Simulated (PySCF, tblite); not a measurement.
# C₇H₄F₂O: dynamics, then NMR shifts on frames, part 1 of 2

How do NMR shifts of C₇H₄F₂O (`C#CC#C/C=C\OC(F)F`) change as the atoms move?

Programs: tblite 0.8.0 and PySCF 2.14.0, with density-fitted response routines of our own. Each step states its level of theory. These are calculated values for one molecule in the gas phase, unless marked as measured. Atoms are numbered from 0 throughout.

## (1) Starting geometry

14 atoms, charge 0, multiplicity 1; geometry from: GFN2-xTB.

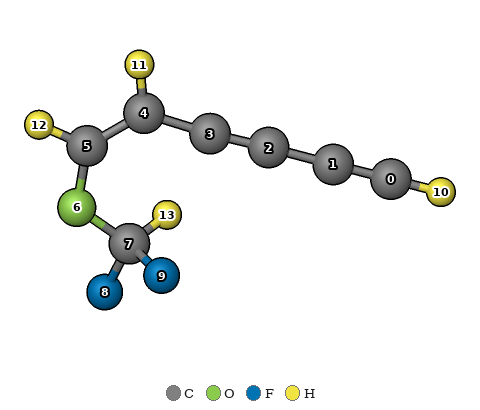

As it starts; carbon grey, oxygen green, fluorine blue, hydrogen yellow, atoms numbered; sticks join atoms by distance.

## (2) A short Langevin run with GFN2-xTB

What the job is given:

```
{"job": {"kind": "md", "xc": "GFN2-xTB", "basis": "xTB", "temperature": 300, "steps": 2000, "every": 50, "frames": 5}, "charge": 0, "multiplicity": 1}
C      2.759669    -1.550627     2.814358
C      2.176638    -1.061529     1.879354
C      1.524317    -0.524636     0.821179
C      0.900841    -0.060368    -0.110285
C      0.273445     0.478911    -1.241319
C     -0.995783     0.869951    -1.379191
O     -2.032501     0.855496    -0.479483
C     -1.851454     0.339048     0.758258
F     -3.066301     0.147139     1.293139
F     -1.216091     1.213935     1.575256
H      3.262421    -1.972229     3.631812
H      0.914868     0.593143    -2.106145
H     -1.355603     1.285544    -2.307835
H     -1.295144    -0.614252     0.788910
```

Method: GFN2-xTB Langevin dynamics, gas phase.

The run is started by

```console
$ OMP_NUM_THREADS=1 python probes_run.py task.json out
```

One launch serves the whole session: the jobs run in the order shown.

What it wrote:

```text
t/fs     T/K      E/eV
    0.0   232.4   -827.39340
   25.0   163.6   -827.09905
   50.0   221.4   -827.13687
   75.0   149.9   -827.01469
  100.0   135.9   -826.94519
  125.0   188.9   -826.95913
  150.0   263.6   -826.98793
  175.0   267.1   -826.96510
  200.0   285.0   -826.93445
  225.0   346.4   -826.96781
  250.0   363.0   -827.00026
  275.0   308.5   -826.84218
  300.0   356.6   -826.92195
  325.0   293.9   -826.99287
  350.0   340.0   -827.05489
  375.0   319.6   -826.86703
  400.0   250.9   -826.88646
  425.0   362.1   -827.00069
  450.0   479.9   -826.95528
  475.0   315.5   -826.85933
  500.0   249.9   -826.84816
  525.0   302.7   -826.80467
  550.0   252.3   -826.80940
  575.0   247.6   -826.62607
  600.0   425.1   -826.90228
  625.0   360.7   -826.94537
  650.0   420.4   -827.04203
  675.0   352.0   -827.05393
  700.0   269.2   -827.07243
  725.0   257.8   -827.05748
  750.0   211.9   -826.82299
  775.0   267.9   -827.08766
  800.0   277.7   -826.98131
  825.0   239.4   -826.92929
  850.0   281.1   -827.01575
  875.0   213.2   -827.07761
  900.0   171.8   -827.03253
  925.0   224.9   -827.05260
  950.0   266.8   -826.81310
  975.0   305.7   -826.82213
 1000.0   362.3   -826.86478
```

Wall time 19 s (1 thread, shared host).

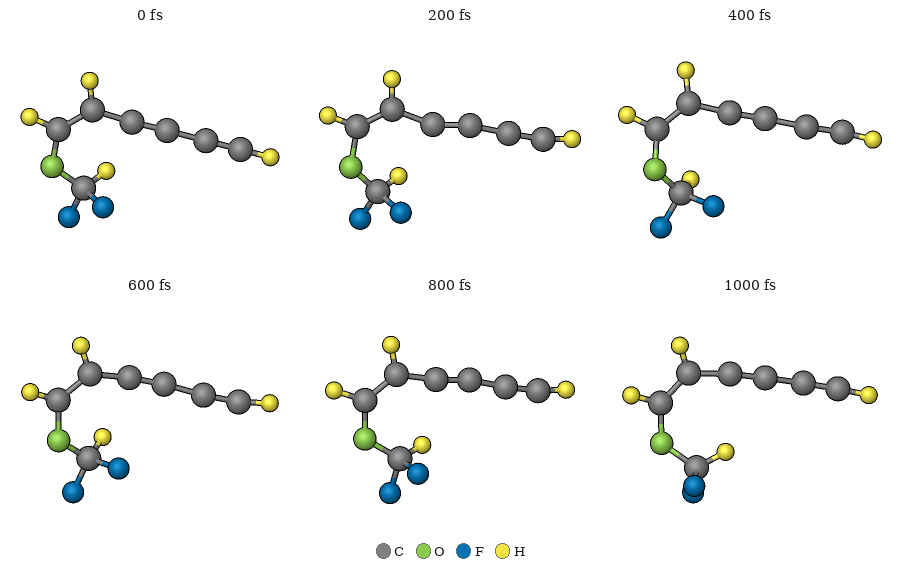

Frames of the run.

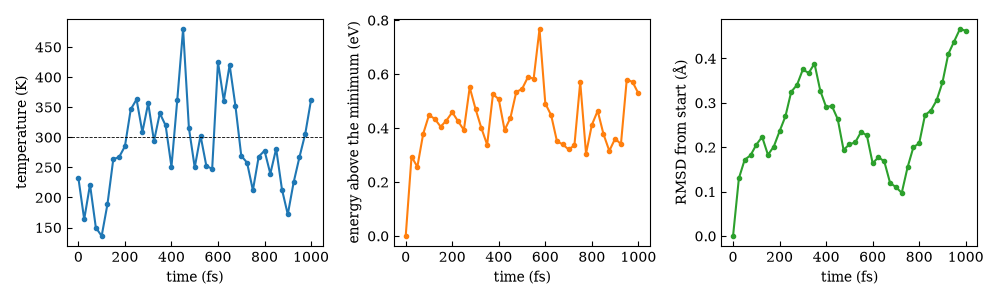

Temperature, potential energy and distance from the start.

Positions (Å) and forces (eV/Å) at 1000 fs:

```xyz
14

C     2.828   -2.406    2.912    1.899   -1.648    2.733
C     2.189   -1.895    2.060   -1.013    1.386   -1.825
C     1.564   -1.139    1.129   -0.324   -0.150   -0.135
C     0.923   -0.519    0.308   -0.724    0.173    0.192
C     0.075    0.196   -0.558   -1.078    0.351    1.573
C    -1.159    0.738   -0.311    1.952   -0.006   -0.155
O    -1.932    0.937    0.799    0.406   -0.856    0.416
C    -1.481    0.838    2.138   -0.129   -1.432   -2.645
F    -2.472    0.241    2.804    0.104    0.270    0.402
F    -1.292    2.062    2.495   -0.075    2.052    1.460
H     3.353   -2.897    3.710   -0.454    0.301   -0.691
H     0.530    0.367   -1.496   -0.038    0.081   -0.997
H    -1.560    1.312   -1.126   -0.453   -0.034   -0.155
H    -0.525    0.319    2.297   -0.073   -0.488   -0.170
```

## (3) Shielding tensors: 250 fs, PBE0/pcSseg-1

What the job is given:

```
{"job": {"kind": "nmr", "xc": "PBE0", "basis": "pcSseg-1", "pop": false}, "charge": 0, "multiplicity": 1}
C      2.888900    -2.106700     2.756900
C      2.214700    -1.400700     2.057800
C      1.358600    -0.858800     1.116000
C      0.643200    -0.518900     0.194100
C     -0.039100    -0.086000    -0.971800
C     -1.134000     0.670400    -1.182700
O     -2.042300     1.016000    -0.225700
C     -2.096700     0.209600     0.872000
F     -3.423700     0.211500     1.353600
F     -1.404700     0.795900     1.917300
H      3.627800    -2.542800     3.337400
H      0.583100    -0.244200    -1.888200
H     -1.396900     0.928300    -2.208700
H     -1.789700    -0.859100     0.824200
```

Method: GIAO PBE0/pcSseg-1 NMR shielding, non-relativistic, gas phase.

What it wrote:

```text
coarse grid: 13344 points
cycle   1  E = -543.0023805790  dE =  1.705e+00  |g| = 9.098e-01  |ddm| = 3.870e+00
cycle   2  E = -542.8280991599  dE =  1.743e-01  |g| = 1.383e+00  |ddm| = 1.474e+00
cycle   3  E = -543.1500839329  dE = -3.220e-01  |g| = 1.641e-01  |ddm| = 8.745e-01
cycle   4  E = -543.1531131359  dE = -3.029e-03  |g| = 1.192e-01  |ddm| = 2.073e-01
cycle   5  E = -543.1566553428  dE = -3.542e-03  |g| = 2.616e-02  |ddm| = 1.016e-01
cycle   6  E = -543.1567911426  dE = -1.358e-04  |g| = 1.035e-02  |ddm| = 2.680e-02
cycle   7  E = -543.1568115502  dE = -2.041e-05  |g| = 2.409e-03  |ddm| = 8.850e-03
cycle   8  E = -543.1568129313  dE = -1.381e-06  |g| = 6.130e-04  |ddm| = 2.836e-03
final grid: 134360 points
cycle   9  E = -543.2431305671  dE = -4.410e-05  |g| = 1.098e-02  |ddm| = 8.385e-02
cycle  10  E = -543.2431054285  dE =  2.514e-05  |g| = 1.644e-02  |ddm| = 1.852e-02
cycle  11  E = -543.2431521768  dE = -4.675e-05  |g| = 1.779e-03  |ddm| = 1.124e-02
cycle  12  E = -543.2431528210  dE = -6.443e-07  |g| = 7.074e-04  |ddm| = 1.983e-03
cycle  13  E = -543.2431529290  dE = -1.079e-07  |g| = 2.285e-04  |ddm| = 7.124e-04
cycle  14  E = -543.2431529399  dE = -1.092e-08  |g| = 1.176e-04  |ddm| = 2.629e-04
cycle  15  E = -543.2431529434  dE = -3.500e-09  |g| = 1.691e-05  |ddm| = 1.018e-04
cycle  16  E = -543.2431529434  dE = -6.662e-11  |g| = 6.609e-06  |ddm| = 2.247e-05
converged SCF energy = -543.2431529434

GIAO shielding tensors (ppm)
atom      isotropic    diamagn.    paramagn.     s11        s22        s33       span
  0 C      102.317     263.575    -161.258     29.982     32.927    244.042    214.060
  1 C      111.816     256.438    -144.622     20.221     23.390    291.838    271.618
  2 C       95.789     248.492    -152.703     29.690     43.326    214.352    184.663
  3 C      112.993     254.781    -141.788     12.870     24.197    301.912    289.042
  4 C       85.187     262.897    -177.709     -3.619    105.552    153.629    157.248
  5 C       28.868     251.379    -222.511    -83.149     63.267    106.487    189.636
  6 O      136.878     394.714    -257.835     78.325     95.786    236.525    158.200
  7 C       52.114     241.987    -189.873     35.712     59.457     61.173     25.461
  8 F      234.327     467.200    -232.873    110.182    238.197    354.601    244.419
  9 F      229.191     473.911    -244.720    124.860    234.333    328.379    203.519
 10 H       30.081      33.556      -3.475     25.108     25.289     39.847     14.738
 11 H       25.803      30.062      -4.259     21.423     27.189     28.797      7.374
 12 H       24.646      28.315      -3.669     21.664     24.937     27.336      5.672
 13 H       23.850      27.561      -3.711     20.309     24.188     27.054      6.745
```

Wall time 42 s (1 thread, shared host).

The references, computed at this level on geometries of the same kind, shield at (ppm): ¹H TMS 31.72, ¹³C TMS 186.9, ¹⁹F CFCl3 170.9, ¹⁷O H2O 336.1. Their shielding less the atom's gives the shift. The references are single molecules in the gas phase, so shifts against H2O, NH3, PH3, H3PO4 or CFCl3 are not on the usual liquid scales and can be off by tens of ppm. Each atom is listed at this fixed geometry, with no averaging over motion; a spectrum would average atoms that exchange fast.

```tsv
atoms	environment	σ (ppm)	δ (ppm)
C5	alkene carbon bearing oxygen	28.9	158.1
C7	sp3 CH bonded to 2 F and O	52.1	134.8
C4	β carbon of an enol-ether or enamine type C=C	85.2	101.7
C2	alkyne carbon	95.8	91.1
C0	terminal alkyne carbon	102.3	84.6
C1	alkyne carbon	111.8	75.1
C3	alkyne carbon	113.0	73.9
H13	hydrogen on an sp3 CH bonded to 2 F and O	23.85	7.87
H12	hydrogen on an alkene carbon bearing oxygen	24.65	7.07
H11	hydrogen on a β carbon of an enol-ether or enamine type C=C	25.80	5.91
H10	hydrogen on a terminal alkyne carbon	30.08	1.64
O6	ether oxygen	136.9	199.2
F9	fluorine of a CF2 group	229.2	-58.2
F8	fluorine of a CF2 group	234.3	-63.4
```

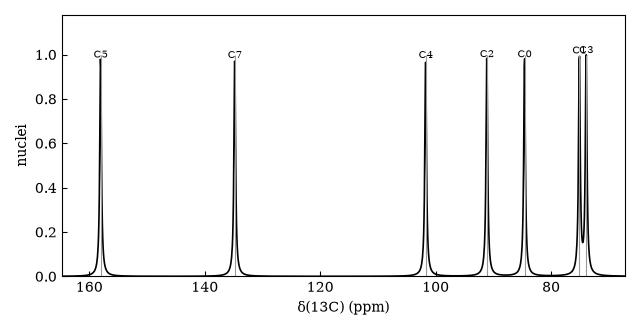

¹³C lines at the computed shifts, without couplings. Lines are broadened to a width of 0.34 ppm (Lorentzian).

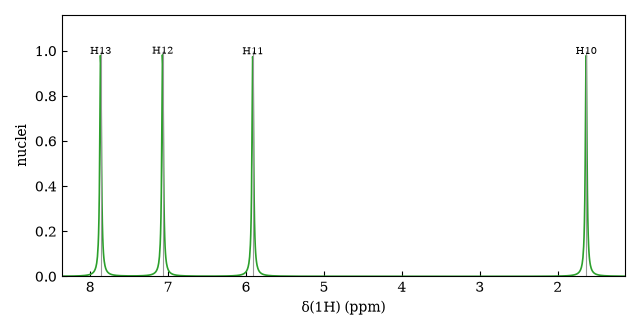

¹H lines at the computed shifts, without couplings. Lines are broadened to a width of 0.02 ppm (Lorentzian).

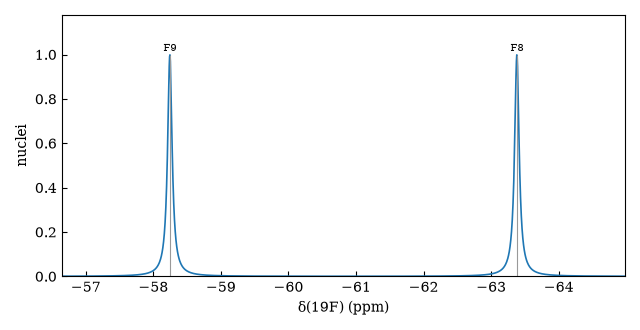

¹⁹F lines at the computed shifts, without couplings. Lines are broadened to a width of 0.08 ppm (Lorentzian).

Orbitals, density, ELF and potential are computed afterwards from the orbital file.

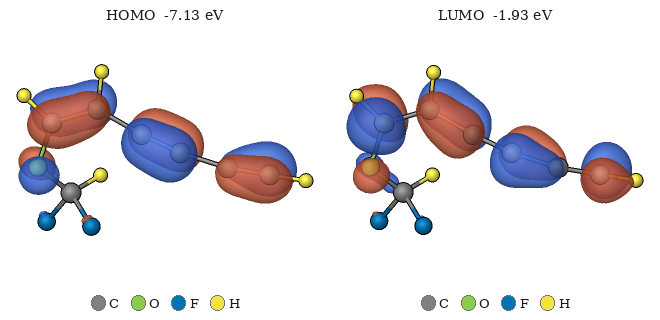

Frontier orbitals at PBE0/pcSseg-1; each surface holds 70 % of the orbital's density, blue and red mark the sign.

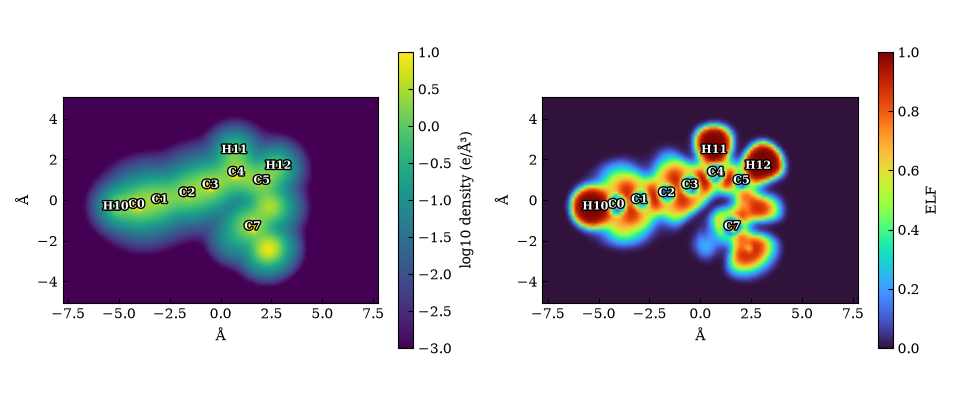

Density (left) and ELF (right) in a plane through or near 10 of the atoms.

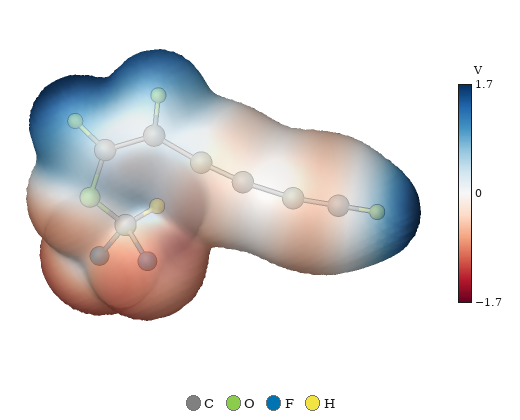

Electrostatic potential on the surface of density 0.002 e/bohr³; red is low, blue high. It runs, from the 1st to the 99th percentile, from -0.99 V near F8 to 1.70 V near H10.

## (4) Nuclear shieldings: 425 fs, PBE0/pcSseg-1

What the job is given:

```
{"job": {"kind": "nmr", "xc": "PBE0", "basis": "pcSseg-1", "pop": false}, "charge": 0, "multiplicity": 1}
C      2.713500    -2.362500     2.684300
C      2.029900    -1.746600     1.915000
C      1.319700    -1.200600     0.890600
C      0.668600    -0.578200     0.068000
C     -0.063900    -0.268900    -1.055700
C     -1.177700     0.421100    -1.053500
O     -1.754900     1.070300     0.015800
C     -1.925200     0.431700     1.260600
F     -3.089700     0.802500     1.709900
F     -0.993300     0.896000     2.176300
H      3.365600    -2.839800     3.355900
H      0.383900    -0.742200    -1.908000
H     -1.712400     0.680000    -1.952700
H     -1.865700    -0.701900     1.174200
```

Level: GIAO PBE0/pcSseg-1 NMR shielding, non-relativistic, gas phase.

What it wrote:

```text
coarse grid: 13344 points
cycle   1  E = -543.0147720104  dE =  1.880e+00  |g| = 8.874e-01  |ddm| = 3.843e+00
cycle   2  E = -542.8934848532  dE =  1.213e-01  |g| = 1.256e+00  |ddm| = 1.439e+00
cycle   3  E = -543.1547126764  dE = -2.612e-01  |g| = 1.382e-01  |ddm| = 8.147e-01
cycle   4  E = -543.1561241624  dE = -1.411e-03  |g| = 1.114e-01  |ddm| = 1.878e-01
cycle   5  E = -543.1592615534  dE = -3.137e-03  |g| = 2.284e-02  |ddm| = 9.717e-02
cycle   6  E = -543.1593786707  dE = -1.171e-04  |g| = 6.864e-03  |ddm| = 2.327e-02
cycle   7  E = -543.1593863466  dE = -7.676e-06  |g| = 2.491e-03  |ddm| = 6.707e-03
final grid: 134360 points
cycle   8  E = -543.2454769476  dE = -4.042e-05  |g| = 1.013e-02  |ddm| = 7.084e-02
cycle   9  E = -543.2454477946  dE =  2.915e-05  |g| = 1.579e-02  |ddm| = 1.730e-02
cycle  10  E = -543.2454948363  dE = -4.704e-05  |g| = 2.587e-03  |ddm| = 1.166e-02
cycle  11  E = -543.2454965363  dE = -1.700e-06  |g| = 6.937e-04  |ddm| = 2.271e-03
cycle  12  E = -543.2454966439  dE = -1.075e-07  |g| = 1.500e-04  |ddm| = 6.634e-04
cycle  13  E = -543.2454966473  dE = -3.397e-09  |g| = 8.101e-05  |ddm| = 1.795e-04
cycle  14  E = -543.2454966485  dE = -1.274e-09  |g| = 2.353e-05  |ddm| = 7.664e-05
cycle  15  E = -543.2454966486  dE = -1.060e-10  |g| = 1.229e-05  |ddm| = 2.619e-05
converged SCF energy = -543.2454966486

GIAO shielding tensors (ppm)
atom      isotropic    diamagn.    paramagn.     s11        s22        s33       span
  0 C      102.200     261.412    -159.213     33.150     34.506    238.943    205.793
  1 C      113.225     249.403    -136.177     21.179     24.689    293.807    272.628
  2 C       90.321     255.846    -165.525     22.809     43.291    204.864    182.055
  3 C      113.924     259.425    -145.502     11.505     18.715    311.551    300.045
  4 C       89.377     258.004    -168.627     -3.520    110.988    160.663    164.182
  5 C       30.835     247.562    -216.727    -72.571     58.665    106.410    178.980
  6 O      135.692     396.269    -260.577     67.964    102.277    236.835    168.871
  7 C       57.268     240.011    -182.742     40.393     63.515     67.897     27.504
  8 F      272.188     464.254    -192.066    201.311    304.317    310.937    109.626
  9 F      236.527     474.027    -237.500    135.918    230.681    342.981    207.063
 10 H       29.568      33.085      -3.517     24.855     24.951     38.897     14.042
 11 H       25.819      30.671      -4.852     22.098     25.972     29.386      7.287
 12 H       25.250      28.728      -3.478     21.820     26.545     27.384      5.564
 13 H       24.188      26.978      -2.790     21.156     24.874     26.535      5.379
```

Wall time 33 s (1 thread, shared host).

In short: δ C5 156.1, C7 129.7, C4 97.5, C2 96.6, H13 7.53, H12 6.47 ppm.

## (5) Nuclear shieldings: 625 fs, PBE0/pcSseg-1

What the job is given:

```
{"job": {"kind": "nmr", "xc": "PBE0", "basis": "pcSseg-1", "pop": false}, "charge": 0, "multiplicity": 1}
C      2.658900    -2.149400     2.924100
C      1.900600    -1.722900     2.061200
C      1.355600    -0.949800     1.077600
C      0.759400    -0.456400     0.151000
C      0.134700     0.213900    -0.880000
C     -0.925600     1.005400    -0.723600
O     -1.868000     1.013600     0.297200
C     -1.720800     0.376300     1.556300
F     -2.908800     0.605800     2.162200
F     -0.745900     0.880100     2.336000
H      2.906600    -2.709200     3.797600
H      0.690300     0.326100    -1.765700
H     -1.349800     1.574600    -1.549000
H     -1.492700    -0.745900     1.426600
```

Level: GIAO PBE0/pcSseg-1 NMR shielding, non-relativistic, gas phase.

What it wrote:

```text
coarse grid: 13344 points
cycle   1  E = -543.0089765104  dE =  1.770e+00  |g| = 8.824e-01  |ddm| = 3.814e+00
cycle   2  E = -542.8822050176  dE =  1.268e-01  |g| = 1.259e+00  |ddm| = 1.304e+00
cycle   3  E = -543.1484578744  dE = -2.663e-01  |g| = 1.362e-01  |ddm| = 7.626e-01
cycle   4  E = -543.1499477262  dE = -1.490e-03  |g| = 1.097e-01  |ddm| = 1.831e-01
cycle   5  E = -543.1530736476  dE = -3.126e-03  |g| = 2.114e-02  |ddm| = 9.791e-02
cycle   6  E = -543.1531703187  dE = -9.667e-05  |g| = 7.492e-03  |ddm| = 2.239e-02
cycle   7  E = -543.1531806899  dE = -1.037e-05  |g| = 3.527e-03  |ddm| = 7.703e-03
cycle   8  E = -543.1531838634  dE = -3.173e-06  |g| = 9.231e-04  |ddm| = 3.273e-03
final grid: 134360 points
cycle   9  E = -543.2402388751  dE = -4.336e-05  |g| = 1.112e-02  |ddm| = 6.229e-02
cycle  10  E = -543.2402057277  dE =  3.315e-05  |g| = 1.754e-02  |ddm| = 1.918e-02
cycle  11  E = -543.2402604167  dE = -5.469e-05  |g| = 2.613e-03  |ddm| = 1.229e-02
cycle  12  E = -543.2402619498  dE = -1.533e-06  |g| = 8.261e-04  |ddm| = 2.348e-03
cycle  13  E = -543.2402621147  dE = -1.649e-07  |g| = 2.923e-04  |ddm| = 8.291e-04
cycle  14  E = -543.2402621332  dE = -1.846e-08  |g| = 1.020e-04  |ddm| = 2.695e-04
cycle  15  E = -543.2402621355  dE = -2.298e-09  |g| = 2.318e-05  |ddm| = 1.015e-04
cycle  16  E = -543.2402621356  dE = -1.105e-10  |g| = 1.305e-05  |ddm| = 2.922e-05
converged SCF energy = -543.2402621356

GIAO shielding tensors (ppm)
atom      isotropic    diamagn.    paramagn.     s11        s22        s33       span
  0 C       99.232     265.721    -166.489     23.046     31.721    242.927    219.881
  1 C      104.643     261.542    -156.899      7.033     17.716    289.179    282.146
  2 C       95.996     252.022    -156.026     22.340     50.560    215.088    192.748
  3 C      112.940     256.704    -143.764     12.754     22.326    303.741    290.987
  4 C       96.047     260.864    -164.817      6.800    117.893    163.447    156.647
  5 C       19.227     250.145    -230.918    -98.864     56.090    100.455    199.320
  6 O      108.594     395.538    -286.944     55.433     83.201    187.147    131.714
  7 C       58.017     242.834    -184.816     40.720     59.880     73.452     32.732
  8 F      268.649     466.247    -197.597    185.191    275.272    345.485    160.293
  9 F      245.918     473.548    -227.630    168.653    253.379    315.722    147.069
 10 H       28.855      30.831      -1.976     23.926     24.473     38.166     14.240
 11 H       27.110      31.367      -4.257     23.644     27.854     29.832      6.188
 12 H       24.829      28.837      -4.008     21.746     25.571     27.170      5.424
 13 H       23.034      27.289      -4.255     19.700     23.277     26.126      6.426
```

It took 34 s on 1 thread, shared host.

Key values: δ C5 167.7, C7 128.9, C2 90.9, C4 90.9, H13 8.68, H12 6.89 ppm.

(Continued in part 2 of 2.)
